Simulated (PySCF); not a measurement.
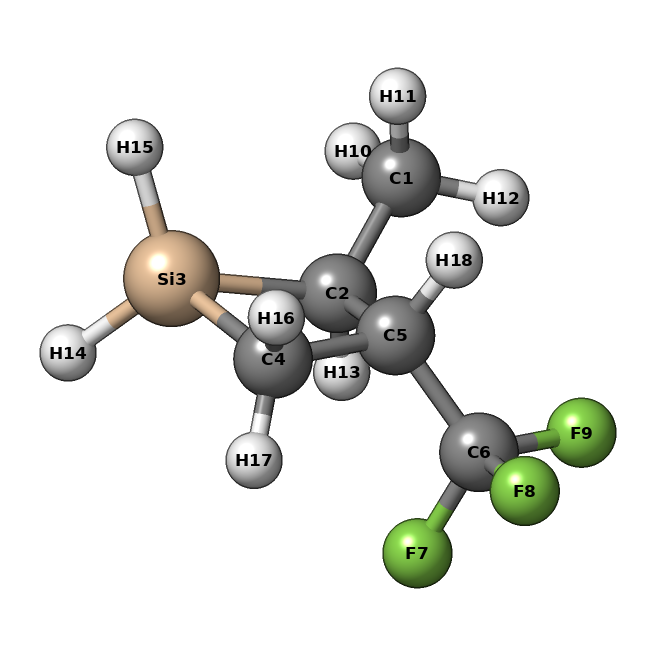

Every bond is drawn as one stick. The geometry was computed by an optimisation with GFN2-xTB. No frequency run is at hand to confirm it as a minimum. Level of theory: PBE0/pcSseg-1 (PySCF 2.14.0).

List the Mayer bond orders of C1–C2, C2–Si3, C2–C5, Si3–C4, C4–C5, C5–C6, C6–F7, C6–F8, C6–F9 (bonds between heavy atoms, one of each equivalent set).

```
  bond  Mayer order  length (Å)
 C1–C2         1.04       1.520
C2–Si3         0.89       1.924
 C2–C5         0.91       1.546
Si3–C4         0.93       1.915
 C4–C5         0.96       1.541
 C5–C6         0.99       1.509
 C6–F7         0.99       1.344
 C6–F8         0.99       1.346
 C6–F9         0.99       1.346
```

The geometry is semi-empirical. Around Si such bond lengths and angles can be off by a tenth of an ångström or more and by several degrees, and values that hang on the shape move with them.
